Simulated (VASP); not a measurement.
Band structure of BaF2 (fluorite). These are PBE GGA with D3 dispersion (Becke-Johnson damping), VASP's PBE PAW potentials (set 64) (plane waves; VASP) values and carry that method's errors.

Unless said otherwise, spin-orbit coupling is left out, though it shifts the bands of the heavy elements here.

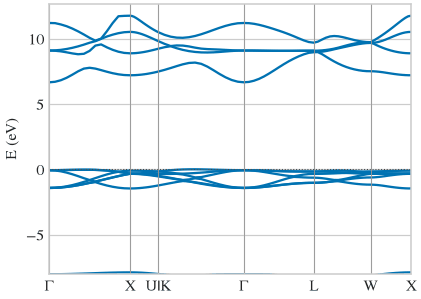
Figure: Bands along high-symmetry lines, zero at the valence-band maximum or, without a gap, the Fermi level

Q: Read the plot: is there a gap, and where are the band edges?

A: The gap is indirect, 6.66 eV, from the valence maximum at K-Γ at 0.43 to the conduction minimum at Γ. (Edges off the drawn lines would not show.)

Measured: gap 10.50 eV (computed value off by -3.84 eV), as given by Andrés Aguado et al., Journal of the Physical Society of Japan (1999), arXiv:cond-mat/9901145.

The compound is BaF2 in the fluorite structure. It was relaxed first.
